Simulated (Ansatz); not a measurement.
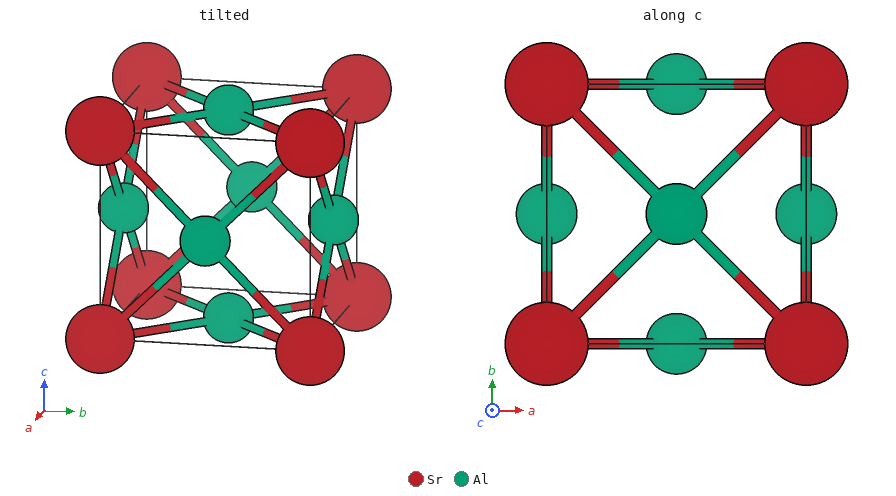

Structure drawing (ball-and-stick), viewed slightly off an axis and along the c axis. The edges of the conventional unit cell are marked.

SrAl3, Cu₃Au (L1₂) type, space group Pm-3m (No. 221), a = 4.474 Å, b = 4.474 Å, c = 4.474 Å, α = 90.00°, β = 90.00°, γ = 90.00°. Origin of the cell: a structure type filled with these elements by a generator (whether the compound takes this form wasn't checked). Earlier steps of the study, as a rule a relaxation of our own, may have changed the cell and positions, so they can lie some per cent off the listed ones. It was run through Ansatz as a DFT input.

This one geometry was computed with Ansatz (DFT, plane waves, PAW) at five levels of theory: PBE, PBE with spin-orbit coupling, r2SCAN, PBEsol and LDA.

Which level gives the highest pressure at this volume, and what does that say about its equilibrium volume?

Highest: PBE (0.0 GPa), PBE with spin-orbit coupling (0.0 GPa) and r2SCAN (-0.4 GPa), which points to the largest equilibrium volume. Lowest, with the smallest volume: LDA (-3.1 GPa). Levels within 0.5 GPa of each other can't be told apart.

How does the band gap change with the level of theory?

All levels give a metal.

Collect the results in a table.

| level | cutoff (eV) | k-mesh of the run's cell | gap (eV) | pressure (GPa) |
| --- | --- | --- | --- | --- |
| PBE | 420 | 8×8×8 | metal | 0.0 |
| PBE with spin-orbit coupling | 420 | 8×8×8 | metal | 0.0 |
| r2SCAN | 500 | 8×8×8 | metal | -0.4 |
| PBEsol | 420 | 8×8×8 | metal | -1.8 |
| LDA | 420 | 8×8×8 | metal | -3.1 |

Gaps are taken on the k-mesh or band path of each run.
